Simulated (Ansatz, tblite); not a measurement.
**The cluster Sn₅−: one state, many levels**

Aim: run the doublet of the cluster Sn₅− at one geometry on many levels, and compare frontier levels, spin and run time.

Method: as each input shows; program: Ansatz 0.2.0, Gaussian basis.

Plan: GFN1-xTB, GFN2-xTB, PBE-D4/def2-TZVPD, r2SCAN-D4/def2-TZVPD, BHLYP-D4/def2-TZVPD, LC-ωPBE(0.10)/def2-SVPD, LC-ωPBE(0.15)/def2-SVPD, LC-ωPBE(0.20)/def2-SVPD, LC-ωPBE(0.30)/def2-SVPD, PBE-D4/def2-SVPD, PBE0-D4/def2-SVPD, MP2/def2-TZVPD, RPA/def2-TZVPD.

8 further runs of the same task are left out: 4 that didn't finish, 4 set aside as unsound or not needed.

### 1 The relaxed structure

The geometry is that of the doublet, from an earlier relaxation (PBE-D4/def2-SVPD). At that level it is the lowest of the isomers that a small search found.

5 atoms, charge -1, spin multiplicity 2.

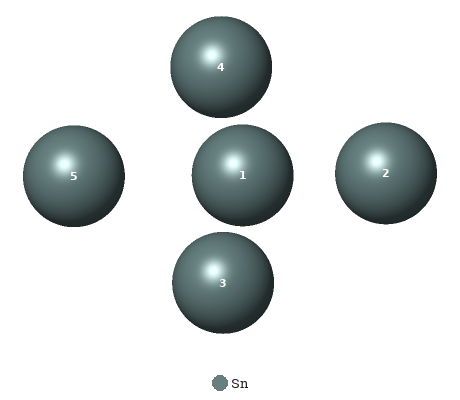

The geometry (tin teal); atoms are numbered from 1 in the order of the file.

Sn takes a core potential in the def2 sets. No spin-orbit coupling is included. The ion is computed in the gas phase, without counter-ions or solvent.

PBE0-D4/def2-TZVPD was run before; its log isn't repeated, and its numbers join the tables.

### 2 GFN1-xTB

Tight binding, by tblite at 300 K electronic temperature and without a spin-polarisation term:

```python
tblite.interface.Calculator('GFN1-xTB', numbers, positions, charge=-1, uhf=1).singlepoint()
```

Energy -347.2341 eV; 0.011 s.

### 3 GFN2-xTB

Tight binding, by tblite at 300 K electronic temperature and without a spin-polarisation term:

```python
tblite.interface.Calculator('GFN2-xTB', numbers, positions, charge=-1, uhf=1).singlepoint()
```

Energy -296.0288 eV; 0.024 s.

### 4 PBE-D4/def2-TZVPD

start.molden holds the orbitals of an earlier run on this state, given as this run's starting guess.

Contents of in.yaml:

```yaml
crystal:
  periodic: [false, false, false]
  atoms:
    - {symbol: Sn, position_ang: [-0.427405, -0.058751, 1.649324]}
    - {symbol: Sn, position_ang: [1.931017, 1.220682, 0.621878]}
    - {symbol: Sn, position_ang: [1.056374, -1.360534, -0.731056]}
    - {symbol: Sn, position_ang: [-0.589255, 1.418929, -1.061192]}
    - {symbol: Sn, position_ang: [-1.970731, -1.220336, -0.478944]}
basis:
  gaussian: {orbitals: def2-TZVPD, initial_orbitals: start.molden}
total_charge: -1
magnetization: {spin_polarized: true, initial_magnetization: 1}
hamiltonian: {xc: pbe, dispersion: d4}
scf: {omitted_lower_state_checks: [starts]}
output: {forces: true, orbitals: {seedname: orbitals}}
```

Started as:

```sh
$ ansatz run in.yaml --threads 4 --pin off --events-out ev --progress --plain --max-ram 4787MiB
```

The runs that follow: r2SCAN-D4/def2-TZVPD; BHLYP-D4/def2-TZVPD; LC-ωPBE(0.10)/def2-SVPD; LC-ωPBE(0.15)/def2-SVPD; LC-ωPBE(0.20)/def2-SVPD; LC-ωPBE(0.30)/def2-SVPD; PBE-D4/def2-SVPD; PBE0-D4/def2-SVPD; MP2/def2-TZVPD; RPA/def2-TZVPD.

Q: Predict the results of all the runs planned. Wanted: gap in def2-TZVPD, named functionals, smallest and largest; gap over the ω; correlation energy, MP2/def2-TZVPD; ⟨S²⟩ in def2-TZVPD, named functionals, smallest and largest; PBE0 total energy, smallest basis above largest.

The runs gave:

| quantity | value |
| --- | --- |
| gap in def2-TZVPD, named functionals, smallest and largest | 0.33 eV (PBE-D4), 2.84 eV (BHLYP-D4) |
| gap over the ω (1/bohr) | 2.91 eV at 0.1, 4.99 eV at 0.3 |
| correlation energy, MP2/def2-TZVPD | -44.46 eV |
| ⟨S²⟩ in def2-TZVPD, named functionals, smallest and largest | 0.756, 0.767 |
| PBE0 total energy, smallest basis above largest | 0.72 eV (def2-SVPD, def2-TZVPD) |

**Reading.** Orbital gaps of the named functionals in def2-TZVPD span 0.33 eV (PBE-D4) to 2.84 eV (BHLYP-D4); exact exchange widens it. Raising the ω (1/bohr) from 0.1 to 0.3 moves the HOMO by -1.10 eV and the LUMO by +0.98 eV. Over the named functionals in def2-TZVPD spin contamination reaches 0.02 (r2SCAN-D4), which is small.
